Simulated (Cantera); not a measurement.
Input: 1 mol SiC, a varied amount of O₂, 100 mol N₂, 0.49 mol N₂O, at 2050 K and 0.133 bar.

These are equilibrium values from Cantera (NASA tables, ideal gas, pure condensed phases), not measurements of a reactor. Candidate condensed phases: C, Si, SiC, SiO₂, Si₂N₂O, Si₃N₄; 34 gas species. The tables' values for SiN are old estimates; treat these amounts as uncertain. The tables hold silica as quartz up to 1696 K and as liquid above; real silica turns to tridymite and cristobalite and melts near 1996 K. The numbers say what is thermodynamically allowed, not how fast it happens.

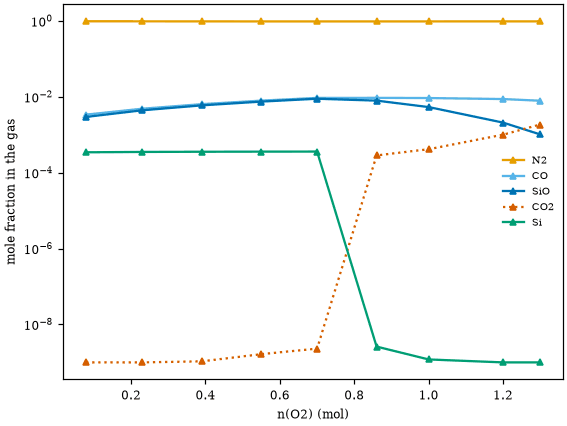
Fig. 1. Equilibrium gas composition (values under 1e-9 drawn at 1e-9)

From 0.079 mol O₂ to 0.7 mol O₂ the condensed part is SiC(s). From 0.86 mol O₂ to 1.3 mol O₂ the condensed part is SiO₂(l). The main Si-bearing gas is SiO throughout. The share of Si in condensed phases is highest at 1.3 mol O₂ (89.5 %) and lowest at 0.7 mol O₂ (3.0 %).
